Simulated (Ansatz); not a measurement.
ClGeH$_{3}$···HF

```xyz
7

Ge   -0.7817    0.2320   -0.3841
F     1.3344   -0.9623    1.4631
H    -1.6766    0.8984   -1.4329
H    -0.9915    0.8195    1.0079
H    -0.8704   -1.2897   -0.4345
H     1.7215   -0.4635    0.7732
Cl    1.2644    0.7656   -0.9926
```

The calculation used RKS r2SCAN-D4/def2-SVP (Ansatz 0.2.0).

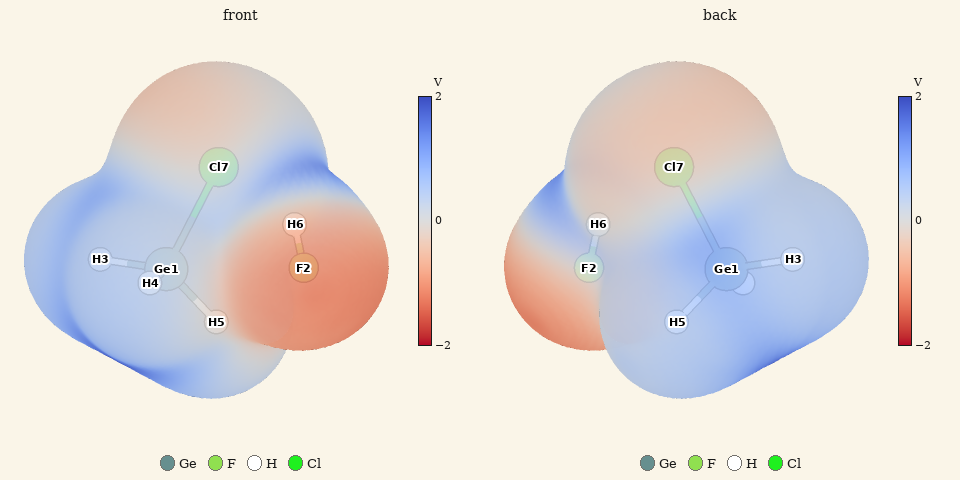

Figure 1. The molecular electrostatic potential painted on the density surface at 0.001 e/bohr³, seen from the front and from behind; the colour scale runs from red (negative) to blue (positive).

### Where is the surface potential most negative and most positive?

The most negative region (about −1.1 V, or −25 kcal/mol for a unit charge) lies over F2, the most positive (about +1.6 V, or +37 kcal/mol for a unit charge) over Ge1.

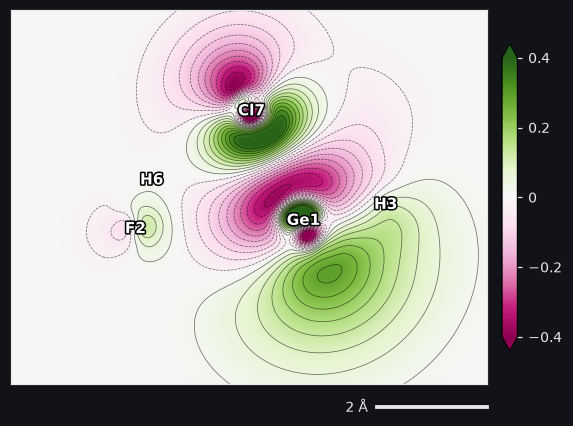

Figure 2. One frontier orbital on the plane of atoms H3, Ge1 and Cl7 (values in Å⁻³ᐟ²; the overall sign is arbitrary).

### Which orbital is it: HOMO or LUMO?

The LUMO, at −1.13 eV. Its weight (Hirshfeld) is mainly on Ge1 (about 55 %) and Cl7 (about 30 %).

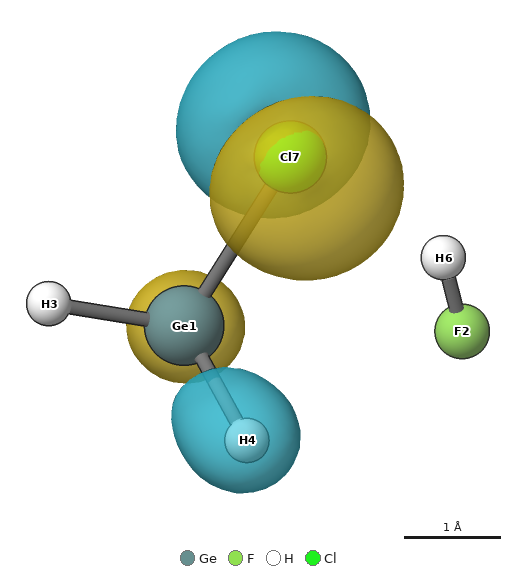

Figure 3. The HOMO at ±0.15 Å⁻³ᐟ² (yellow and cyan are the two phases), seen at a tilt.

### Describe this orbital and give its energy.

Its weight (Hirshfeld) is mainly on Cl7 (about 75 %), Ge1 (about 10 %), H4 (about 5 %) and H5 (about 5 %); largely a lone pair of Cl7. Its energy is −8.01 eV.
